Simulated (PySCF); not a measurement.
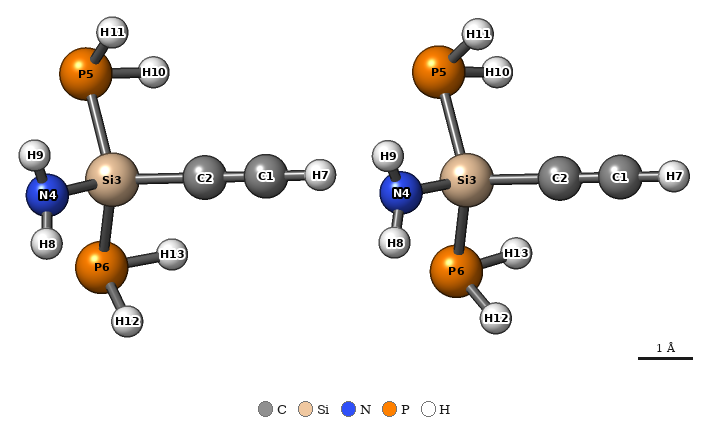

Two geometries of C$_{2}$H$_{7}$NP$_{2}$Si, drawn at one scale. One is the start of a relaxation, the other its converged end. The picture is a ball-and-stick view, seen face on.

Level of theory: PBE0-D3(BJ)/def2-SVP geometry optimisation, gas phase (PySCF). 

Question: Which one is relaxed?

Answer: The left one is the relaxed one. The start comes from GFN2-xTB. Its atoms were then displaced at random by about 0.01 Å. The atom that moves furthest after the best rigid fit is H12 (0.28 Å). Largest moves by element: H 0.28 Å, P 0.13 Å, C 0.08 Å, N 0.06 Å, Si 0.03 Å. Near-neighbour distances that change, for instance: P6–H13 1.365 → 1.430 Å, P5–H11 1.382 → 1.431 Å, Si3–N4 1.685 → 1.727 Å, N4–H9 0.983 → 1.015 Å. Bond angles that change, for instance: P5–Si3–P6 112.4° → 107.7°, N4–Si3–P5 103.2° → 107.5°, Si3–N4–H9 122.5° → 119.1°. Over 10 geometry steps the energy falls by 0.274 eV.
